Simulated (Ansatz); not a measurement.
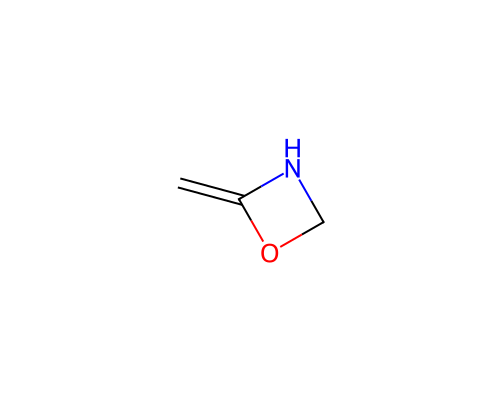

Skeletal drawing of a molecule.

Question: Transcribe the drawing into SMILES.

Answer: C=C1NCO1

Question: What is the molecular formula?

Answer: C3H5NO.

Question: An optimisation with PBE0-D4/def2-TZVP gave a structure of which point group?

Answer: C1.

The parts below concern this one geometry. Atoms keep their numbers from picture to picture. The geometry was computed by an optimisation with PBE0-D4/def2-TZVP.

### Dipole moment

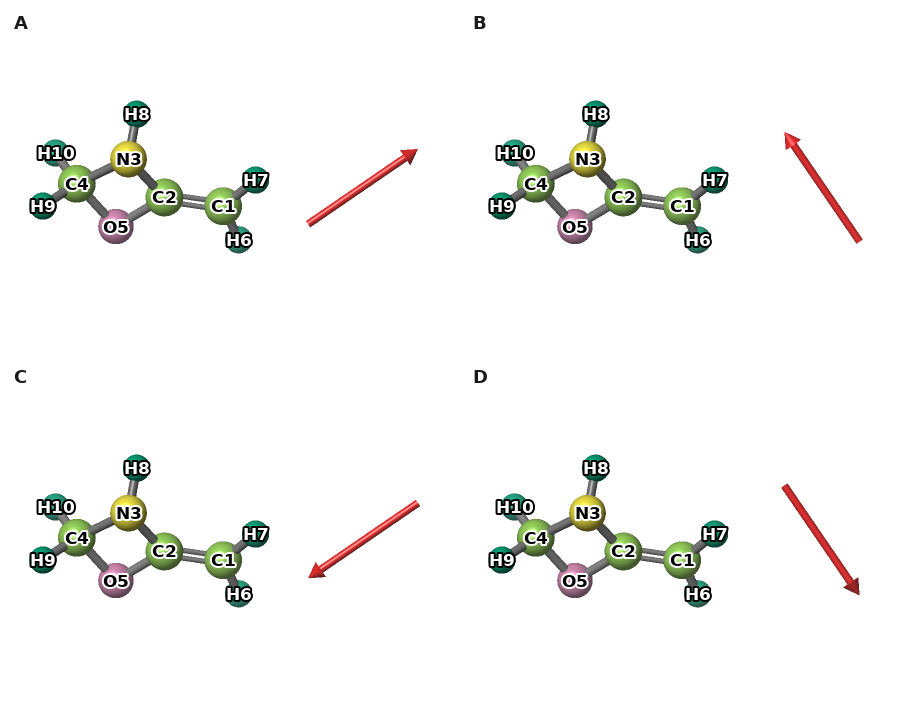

The same molecule four times, each with an arrow. Method: RKS r2SCAN-D4/def2-TZVPP (Ansatz 0.2.0).

Question: Which arrow points along the dipole moment, from the negative to the positive end?

Answer: B. The dipole moment is 2.57 D; it points from the side of H6 to the side of H10 (the outermost atoms at the two ends).

### Thermal motion

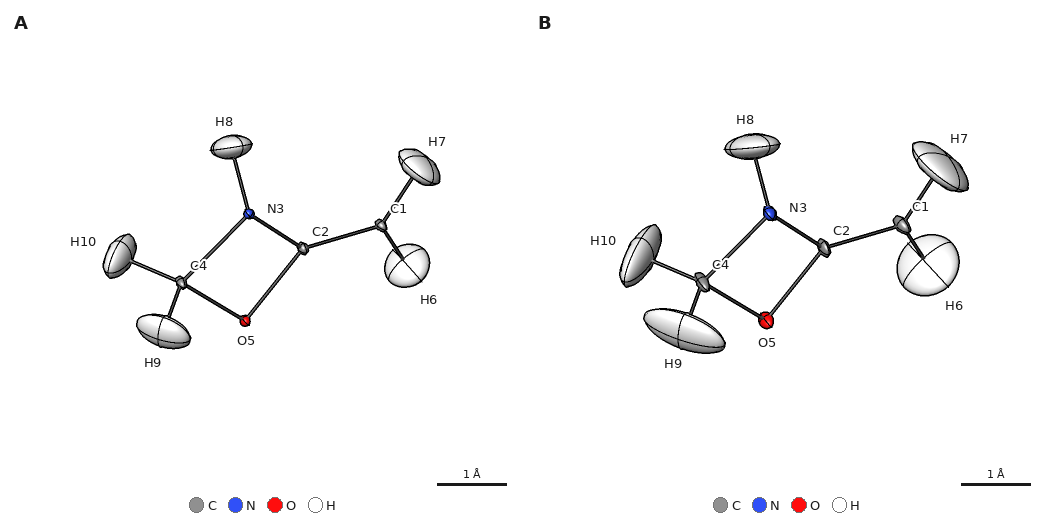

Displacement ellipsoids at the 50 % level, scaled by 1.5, from the internal vibrations of the free molecule (harmonic, no overall translation or rotation; no half-axis is drawn under 0.075 Å). Vibrations computed with RKS PBE0-D4/def2-TZVP (Ansatz 0.2.0). One panel is for 298 K, the other for 900 K.

Question: Which panel is for 900 K?

Answer: B.

Question: How much does the mean-square displacement of O5 grow, and why?

Answer: U_eq goes from 0.0014 to 0.0031 Å², a factor of 2.3. Modes below kT (626 cm⁻¹ at 900 K) grow about in proportion to T, and the lowest lies at 205 cm⁻¹; the mean-square amplitude of a mode is its zero-point value times coth(ħω/2kT), which comes close to 1 only above about 3kT.

### Vibrations

Harmonic vibrations computed with RKS PBE0-D4/def2-TZVP (Ansatz 0.2.0) at a stationary point of the same level.

Question: How many vibrational modes are there, and where do they lie?

Answer: 24 modes: 205, 385, 554, 659, 706, 746, 811, 910, 1016, 1041, 1065, 1130, 1147, 1235, 1331, 1405, 1417, 1536, 1786, 3037, 3100, 3202, 3299, 3605 cm⁻¹.
